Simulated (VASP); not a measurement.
Band structure of Cd3ZnSe4 (ordered alloy cell). Computed with PBEsol GGA, VASP's PBE PAW potentials (set 64) (plane waves; VASP).

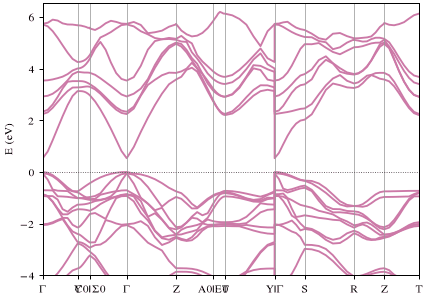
Figure. Bands along high-symmetry lines, zero at the valence-band maximum or, without a gap, the Fermi level

Problem. Read the plot: is there a gap, and where are the band edges?

Solution. The gap is direct, 0.53 eV, from the valence maximum at Γ to the conduction minimum at Γ. (Edges off the drawn lines would not show.)

The structure was generated: Cd3ZnSe4 was put into an ordered model structure (Amm2), which need not be its known phase. It was relaxed first.
